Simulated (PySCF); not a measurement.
SMILES C[Si](C)(F)C(F)(F)F at its PBE0/def2-SVP optimised geometry (Å):

```
14

C     -0.9683     1.2312     0.0000
Si    -0.3861    -0.5291     0.0000
C     -0.9637    -1.5812     1.4138
F     -0.8165    -1.2333    -1.4062
C      1.5438    -0.5291     0.0000
F      2.0631    -1.7639    -0.0611
F      1.9974     0.0317     1.1414
F      2.0677     0.1742    -1.0144
H     -0.5754     1.7639    -0.8793
H     -2.0677     1.2841    -0.0259
H     -0.6195     1.7557     0.9032
H     -0.6145    -1.1658     2.3721
H     -0.5677    -2.6037     1.3190
H     -2.0628    -1.6366     1.4435
```

Calculation: PBE0/def2-TZVP run with PySCF. Cells within 0.4 Å of a nucleus heavier than hydrogen are left out (blank, or x).

Map of the log10 of the electron density (e/bohr³), floored at −4 on the plane z = 0.0 Å:

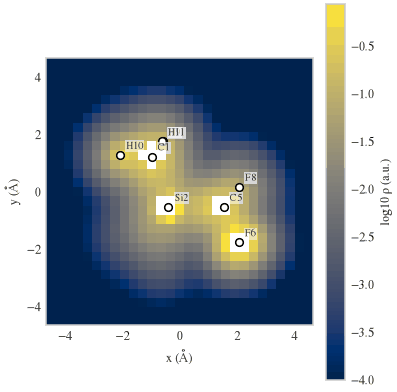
Fig. 1. Log10 of the electron density (e/bohr³), floored at −4 on the plane z = 0.0 Å.
